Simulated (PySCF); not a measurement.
# C₃H₇NSSi: NMR shifts at several levels of theory, part 2 of 2

PySCF 2.14.0. Atoms count from 0. Earlier steps stand in the parts before.

## Step 8: Shielding tensors: KT2/pcSseg-1

The job: settings as JSON, then the geometry in Å.

```
{"job": {"kind": "nmr", "xc": "KT2", "basis": "pcSseg-1", "pop": false}, "charge": 0, "multiplicity": 1}
C      1.599839     0.792057     0.263227
N      0.241030     0.540564    -0.129974
Si    -0.944410    -0.785541    -0.143969
C     -1.891659     0.670762    -0.882854
C     -0.606113     1.470268    -0.668952
S     -0.317651     3.047137    -1.000471
H      1.800351     1.866967     0.136839
H      2.306182     0.221858    -0.361920
H      1.761027     0.513297     1.316196
H     -1.317325    -1.282020     1.212527
H     -0.573279    -1.941734    -1.010367
H     -2.738003     1.079389    -0.312460
H     -2.175546     0.619099    -1.943617
```

Method: GIAO KT2/pcSseg-1 NMR shielding, non-relativistic, gas phase.

The program printed:

```text
coarse grid: 11912 points
cycle   1  E = -869.4541514062  dE =  6.266e-01  |g| = 4.880e-01  |ddm| = 3.392e+00
cycle   2  E = -869.1628684883  dE =  2.913e-01  |g| = 1.018e+00  |ddm| = 2.265e+00
cycle   3  E = -869.4834797481  dE = -3.206e-01  |g| = 3.612e-01  |ddm| = 2.065e+00
cycle   4  E = -869.5220787923  dE = -3.860e-02  |g| = 1.083e-01  |ddm| = 5.489e-01
cycle   5  E = -869.5245251637  dE = -2.446e-03  |g| = 4.466e-02  |ddm| = 1.493e-01
cycle   6  E = -869.5249926041  dE = -4.674e-04  |g| = 1.500e-02  |ddm| = 5.667e-02
cycle   7  E = -869.5250481987  dE = -5.559e-05  |g| = 5.699e-03  |ddm| = 2.031e-02
cycle   8  E = -869.5250562624  dE = -8.064e-06  |g| = 9.700e-04  |ddm| = 5.518e-03
final grid: 105896 points
cycle   9  E = -869.5664103763  dE = -1.184e-04  |g| = 2.571e-02  |ddm| = 4.390e-02
cycle  10  E = -869.5653920328  dE =  1.018e-03  |g| = 6.375e-02  |ddm| = 9.271e-02
cycle  11  E = -869.5665156468  dE = -1.124e-03  |g| = 1.150e-02  |ddm| = 8.611e-02
cycle  12  E = -869.5665524391  dE = -3.679e-05  |g| = 3.273e-03  |ddm| = 1.670e-02
cycle  13  E = -869.5665550941  dE = -2.655e-06  |g| = 9.892e-04  |ddm| = 3.753e-03
cycle  14  E = -869.5665553288  dE = -2.347e-07  |g| = 1.218e-04  |ddm| = 9.237e-04
cycle  15  E = -869.5665553326  dE = -3.765e-09  |g| = 4.251e-05  |ddm| = 2.074e-04
cycle  16  E = -869.5665553331  dE = -4.898e-10  |g| = 1.156e-05  |ddm| = 6.156e-05
converged SCF energy = -869.5665553331

GIAO shielding tensors (ppm)
atom      isotropic    diamagn.    paramagn.     s11        s22        s33       span
  0 C      152.797     246.383     -93.586    123.257    151.752    183.381     60.124
  1 N       76.533     329.424    -252.891    -48.345    119.825    158.119    206.465
  2 Si     374.560     883.501    -508.941    340.156    354.980    428.543     88.387
  3 C      151.527     258.550    -107.023    129.421    135.094    190.067     60.646
  4 C      -12.877     257.560    -270.437   -152.673     36.660     77.381    230.053
  5 S      219.661    1058.833    -839.172    -72.802    160.772    571.013    643.814
  6 H       26.416      28.734      -2.317     21.488     28.114     29.647      8.159
  7 H       28.760      29.180      -0.420     23.716     26.762     35.801     12.084
  8 H       28.754      29.541      -0.787     23.724     27.033     35.506     11.781
  9 H       25.883      29.292      -3.410     23.479     23.719     30.450      6.971
 10 H       25.843      29.230      -3.388     23.347     23.720     30.461      7.114
 11 H       28.721      30.139      -1.417     25.650     27.252     33.263      7.613
 12 H       28.707      30.060      -1.353     25.635     27.196     33.290      7.655
```

Run time: 23 s. Hardware: 1 thread of Arm Neoverse V1, shared host; peak memory 0.73 GiB.

This run: δ C4 196.1, C3 31.7, C0 30.4, N1 187.8, H9 5.32, H6 3.20 ppm (means over like atoms).

## Step 9: Shielding tensors: KT3/pcSseg-1

The job, as its differences from that of step 8:

```diff
@@ -1,2 +1,2 @@
-{"job": {"kind": "nmr", "xc": "KT2", "basis": "pcSseg-1", "pop": false}, "charge": 0, "multiplicity": 1}
+{"job": {"kind": "nmr", "xc": "KT3", "basis": "pcSseg-1", "pop": false}, "charge": 0, "multiplicity": 1}
 C      1.599839     0.792057     0.263227
```

Method: GIAO KT3/pcSseg-1 NMR shielding, non-relativistic, gas phase.

The program printed:

```text
coarse grid: 11912 points
cycle   1  E = -868.6963383475  dE =  6.073e-01  |g| = 4.988e-01  |ddm| = 3.412e+00
cycle   2  E = -868.4143312485  dE =  2.820e-01  |g| = 1.009e+00  |ddm| = 2.284e+00
cycle   3  E = -868.7292610969  dE = -3.149e-01  |g| = 3.610e-01  |ddm| = 2.058e+00
cycle   4  E = -868.7681890191  dE = -3.893e-02  |g| = 1.123e-01  |ddm| = 5.574e-01
cycle   5  E = -868.7708978522  dE = -2.709e-03  |g| = 4.430e-02  |ddm| = 1.490e-01
cycle   6  E = -868.7713560361  dE = -4.582e-04  |g| = 1.529e-02  |ddm| = 5.611e-02
cycle   7  E = -868.7714121633  dE = -5.613e-05  |g| = 5.984e-03  |ddm| = 2.026e-02
cycle   8  E = -868.7714210201  dE = -8.857e-06  |g| = 9.874e-04  |ddm| = 5.728e-03
final grid: 105896 points
cycle   9  E = -868.8068092109  dE = -1.943e-04  |g| = 1.394e-02  |ddm| = 4.037e-02
cycle  10  E = -868.8067154752  dE =  9.374e-05  |g| = 2.158e-02  |ddm| = 2.915e-02
cycle  11  E = -868.8067991870  dE = -8.371e-05  |g| = 1.064e-02  |ddm| = 3.321e-02
cycle  12  E = -868.8068312649  dE = -3.208e-05  |g| = 2.259e-03  |ddm| = 1.577e-02
cycle  13  E = -868.8068330463  dE = -1.781e-06  |g| = 3.676e-04  |ddm| = 3.900e-03
cycle  14  E = -868.8068330748  dE = -2.849e-08  |g| = 1.472e-04  |ddm| = 4.128e-04
cycle  15  E = -868.8068330802  dE = -5.394e-09  |g| = 2.564e-05  |ddm| = 1.839e-04
cycle  16  E = -868.8068330804  dE = -2.115e-10  |g| = 5.753e-06  |ddm| = 4.332e-05
converged SCF energy = -868.8068330804

GIAO shielding tensors (ppm)
atom      isotropic    diamagn.    paramagn.     s11        s22        s33       span
  0 C      151.931     245.595     -93.664    123.479    150.402    181.912     58.433
  1 N       77.366     329.729    -252.364    -46.583    120.021    158.659    205.242
  2 Si     381.046     882.920    -501.875    348.060    363.245    431.832     83.773
  3 C      151.476     257.995    -106.520    130.570    135.565    188.292     57.722
  4 C      -11.303     257.260    -268.563   -151.847     37.987     79.951    231.798
  5 S      215.143    1058.837    -843.695    -85.018    146.611    583.836    668.853
  6 H       26.606      28.691      -2.085     21.681     28.326     29.812      8.131
  7 H       28.901      29.342      -0.441     23.995     26.963     35.746     11.751
  8 H       28.910      29.727      -0.816     24.009     27.239     35.483     11.473
  9 H       26.197      29.612      -3.415     23.831     24.064     30.696      6.865
 10 H       26.157      29.540      -3.383     23.702     24.063     30.707      7.005
 11 H       28.914      30.257      -1.343     25.938     27.448     33.356      7.418
 12 H       28.901      30.173      -1.272     25.925     27.394     33.383      7.458
```

Run time: 23 s. Hardware: 1 thread of Arm Neoverse V1, shared host; peak memory 0.79 GiB.

This run: δ C4 193.6, C3 30.8, C0 30.4, N1 184.6, H9 5.14, H6 3.18 ppm (means over like atoms).

## Step 10: Nuclear shieldings: B97-D/pcSseg-1

The job, as its differences from that of step 9:

```diff
@@ -1,2 +1,2 @@
-{"job": {"kind": "nmr", "xc": "KT3", "basis": "pcSseg-1", "pop": false}, "charge": 0, "multiplicity": 1}
+{"job": {"kind": "nmr", "xc": "B97-D", "basis": "pcSseg-1", "pop": false}, "charge": 0, "multiplicity": 1}
 C      1.599839     0.792057     0.263227
```

With the program's defaults for keys left out, this is: GIAO B97-D/pcSseg-1 NMR shielding, non-relativistic, gas phase.

The program printed:

```text
coarse grid: 11912 points
cycle   1  E = -860.6936760371  dE =  5.850e-01  |g| = 5.018e-01  |ddm| = 3.424e+00
cycle   2  E = -860.3821802610  dE =  3.115e-01  |g| = 1.066e+00  |ddm| = 2.299e+00
cycle   3  E = -860.7289191380  dE = -3.467e-01  |g| = 3.697e-01  |ddm| = 2.058e+00
cycle   4  E = -860.7677702061  dE = -3.885e-02  |g| = 1.142e-01  |ddm| = 5.472e-01
cycle   5  E = -860.7705485391  dE = -2.778e-03  |g| = 4.701e-02  |ddm| = 1.459e-01
cycle   6  E = -860.7710652301  dE = -5.167e-04  |g| = 1.559e-02  |ddm| = 5.716e-02
cycle   7  E = -860.7711248571  dE = -5.963e-05  |g| = 6.070e-03  |ddm| = 2.142e-02
cycle   8  E = -860.7711338727  dE = -9.016e-06  |g| = 9.924e-04  |ddm| = 5.898e-03
final grid: 105896 points
cycle   9  E = -860.7986797919  dE = -3.468e-05  |g| = 1.721e-02  |ddm| = 3.368e-02
cycle  10  E = -860.7981358045  dE =  5.440e-04  |g| = 4.648e-02  |ddm| = 6.513e-02
cycle  11  E = -860.7987342829  dE = -5.985e-04  |g| = 5.945e-03  |ddm| = 5.866e-02
cycle  12  E = -860.7987442073  dE = -9.924e-06  |g| = 2.040e-03  |ddm| = 9.104e-03
cycle  13  E = -860.7987452665  dE = -1.059e-06  |g| = 5.444e-04  |ddm| = 2.251e-03
cycle  14  E = -860.7987453387  dE = -7.219e-08  |g| = 5.837e-05  |ddm| = 5.545e-04
cycle  15  E = -860.7987453393  dE = -6.544e-10  |g| = 2.520e-05  |ddm| = 8.216e-05
converged SCF energy = -860.7987453393

GIAO shielding tensors (ppm)
atom      isotropic    diamagn.    paramagn.     s11        s22        s33       span
  0 C      148.503     245.149     -96.646    120.281    146.864    178.365     58.084
  1 N       72.688     329.243    -256.555    -55.519    114.951    158.632    214.152
  2 Si     363.511     881.532    -518.021    329.007    348.536    412.991     83.984
  3 C      148.278     257.422    -109.144    128.084    131.614    185.135     57.051
  4 C      -21.556     256.811    -278.367   -168.442     25.883     77.892    246.334
  5 S      169.788    1057.812    -888.024   -166.620     95.069    580.915    747.535
  6 H       26.666      28.786      -2.121     21.775     28.447     29.775      8.000
  7 H       28.960      29.311      -0.351     24.082     27.080     35.717     11.635
  8 H       28.968      29.673      -0.705     24.084     27.362     35.459     11.374
  9 H       26.252      29.696      -3.443     23.887     24.131     30.738      6.851
 10 H       26.213      29.626      -3.413     23.765     24.126     30.748      6.983
 11 H       29.034      30.107      -1.073     26.084     27.622     33.396      7.312
 12 H       29.023      30.023      -1.001     26.073     27.568     33.427      7.354
```

Run time: 22 s. Hardware: 1 thread of Arm Neoverse V1, shared host; peak memory 0.79 GiB.

Key values: δ C4 200.7, C3 30.9, C0 30.7, N1 188.2, H9 5.18, H6 3.21 ppm (means over like atoms).

## Step 11: Nuclear shieldings: B3LYP/pcSseg-1

The job, as its differences from that of step 10:

```diff
@@ -1,2 +1,2 @@
-{"job": {"kind": "nmr", "xc": "B97-D", "basis": "pcSseg-1", "pop": false}, "charge": 0, "multiplicity": 1}
+{"job": {"kind": "nmr", "xc": "B3LYP", "basis": "pcSseg-1", "pop": false}, "charge": 0, "multiplicity": 1}
 C      1.599839     0.792057     0.263227
```

With the program's defaults for keys left out, this is: GIAO B3LYP/pcSseg-1 NMR shielding, non-relativistic, gas phase.

The program printed:

```text
coarse grid: 11912 points
cycle   1  E = -860.8652467610  dE =  7.018e-01  |g| = 4.499e-01  |ddm| = 3.366e+00
cycle   2  E = -860.7639906079  dE =  1.013e-01  |g| = 7.418e-01  |ddm| = 1.576e+00
cycle   3  E = -860.9166759025  dE = -1.527e-01  |g| = 1.994e-01  |ddm| = 1.143e+00
cycle   4  E = -860.9264869425  dE = -9.811e-03  |g| = 5.543e-02  |ddm| = 2.575e-01
cycle   5  E = -860.9271800534  dE = -6.931e-04  |g| = 1.806e-02  |ddm| = 5.915e-02
cycle   6  E = -860.9272427514  dE = -6.270e-05  |g| = 5.886e-03  |ddm| = 1.682e-02
cycle   7  E = -860.9272508019  dE = -8.050e-06  |g| = 1.273e-03  |ddm| = 6.319e-03
final grid: 105896 points
cycle   8  E = -860.9684575707  dE = -1.886e-05  |g| = 4.218e-03  |ddm| = 1.883e-02
cycle   9  E = -860.9684509857  dE =  6.585e-06  |g| = 6.439e-03  |ddm| = 9.866e-03
cycle  10  E = -860.9684615171  dE = -1.053e-05  |g| = 1.523e-03  |ddm| = 7.480e-03
cycle  11  E = -860.9684621462  dE = -6.292e-07  |g| = 2.155e-04  |ddm| = 1.936e-03
cycle  12  E = -860.9684621544  dE = -8.135e-09  |g| = 1.061e-04  |ddm| = 2.630e-04
cycle  13  E = -860.9684621567  dE = -2.319e-09  |g| = 3.650e-05  |ddm| = 1.075e-04
cycle  14  E = -860.9684621570  dE = -2.583e-10  |g| = 7.775e-06  |ddm| = 2.835e-05
converged SCF energy = -860.9684621570

GIAO shielding tensors (ppm)
atom      isotropic    diamagn.    paramagn.     s11        s22        s33       span
  0 C      148.637     244.232     -95.595    120.828    146.034    179.049     58.221
  1 N       70.530     329.738    -259.208    -68.217    117.346    162.460    230.677
  2 Si     353.787     880.368    -526.581    318.390    338.349    404.622     86.232
  3 C      147.872     257.401    -109.530    126.857    130.284    186.475     59.618
  4 C      -38.957     256.095    -295.051   -201.937      5.760     79.308    281.245
  5 S      148.763    1056.785    -908.022   -209.802     57.556    598.534    808.336
  6 H       26.704      28.664      -1.960     21.767     28.509     29.836      8.069
  7 H       28.945      29.172      -0.226     24.008     27.047     35.781     11.773
  8 H       28.957      29.509      -0.551     24.001     27.335     35.536     11.536
  9 H       26.262      29.546      -3.284     23.858     24.119     30.808      6.950
 10 H       26.229      29.482      -3.253     23.744     24.118     30.824      7.081
 11 H       29.041      30.077      -1.035     26.018     27.638     33.467      7.450
 12 H       29.029      29.998      -0.968     26.005     27.588     33.496      7.491
```

Wall time 22 s (1 thread of Arm Neoverse V1, shared host); peak memory 0.84 GiB.

This run: δ C4 218.2, C3 31.4, C0 30.6, N1 193.0, H9 5.14, H6 3.18 ppm (means over like atoms).

## Step 12: Side by side: NMR shifts

Shifts (ppm) of some atoms, chosen among heavy atoms and hydrogens apart, means over like atoms, with basis size and wall time:

| run | C4 | C3 | H9 | H11 | N1 | Si2 | S5 | functions | time |
| --- | --- | --- | --- | --- | --- | --- | --- | --- | --- |
| HF/pcSseg-1 | 241.7 | 28.3 | 4.78 | 2.33 | 168.1 | -13.4 | 246 | 151 | 7.9 s |
| LDA/pcSseg-1 | 209.3 | 32.3 | 5.57 | 2.47 | 204.6 | -13.9 | 355 | 151 | 19 s |
| PBE/pcSseg-1 | 204.1 | 31.4 | 5.37 | 2.42 | 196.0 | -15.7 | 334 | 151 | 23 s |
| BLYP/pcSseg-1 | 208.7 | 31.8 | 5.24 | 2.35 | 198.7 | -19.6 | 348 | 151 | 26 s |
| BP86/pcSseg-1 | 205.1 | 31.8 | 5.36 | 2.42 | 194.3 | -14.9 | 334 | 151 | 23 s |
| OPBE/pcSseg-1 | 193.4 | 30.0 | 5.33 | 2.46 | 185.5 | -12.3 | 311 | 151 | 26 s |
| KT2/pcSseg-1 | 196.1 | 31.7 | 5.32 | 2.46 | 187.8 | -13.5 | 299 | 151 | 23 s |
| KT3/pcSseg-1 | 193.6 | 30.8 | 5.14 | 2.41 | 184.6 | -15.5 | 301 | 151 | 23 s |
| B97-D/pcSseg-1 | 200.7 | 30.9 | 5.18 | 2.38 | 188.2 | -16.3 | 328 | 151 | 22 s |
| B3LYP/pcSseg-1 | 218.2 | 31.4 | 5.14 | 2.35 | 193.0 | -15.9 | 337 | 151 | 22 s |

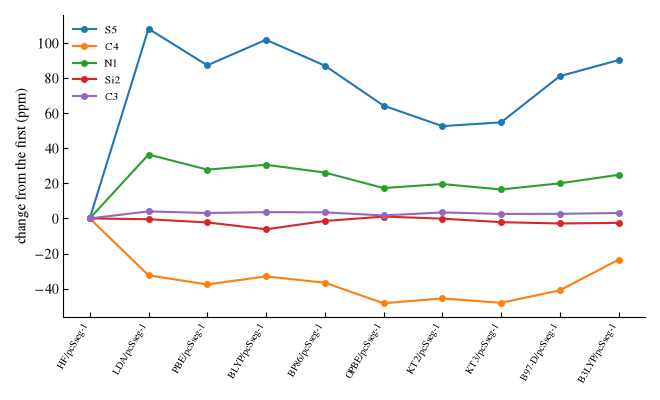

How five of the tabulated atoms move from run to run.

## Step 13: Outcome

The summary covers parts 1 to 2.

```
                                                            quantity                  value
                                ¹³C shifts against TMS (HF/pcSseg-1)  241.7, 28.6, 28.3 ppm
¹H shifts against TMS (HF/pcSseg-1, means over atoms taken as alike)   4.78, 3.13, 2.33 ppm
                                ¹⁵N shifts against NH3 (HF/pcSseg-1)              168.1 ppm
                               ²⁹Si shifts against TMS (HF/pcSseg-1)              -13.4 ppm
                                ³³S shifts against CS2 (HF/pcSseg-1)                246 ppm
                                            range of the shift of S5         246 to 355 ppm
```

What this shows: Single values in the summary come from the first sound run of each kind (HF/pcSseg-1), which need not be the best level. C4 (thiocarbonyl carbon) lies farthest downfield among carbon, at 241.7 ppm; the small n→π* gap of C=S deshields it strongly. At HF/pcSseg-1: Shielding is most anisotropic at S5 (span 754 ppm, paramagnetic term -788 ppm). Across the 10 runs the shift of S5 moves most, between 246 (HF/pcSseg-1) and 355 ppm (LDA/pcSseg-1).
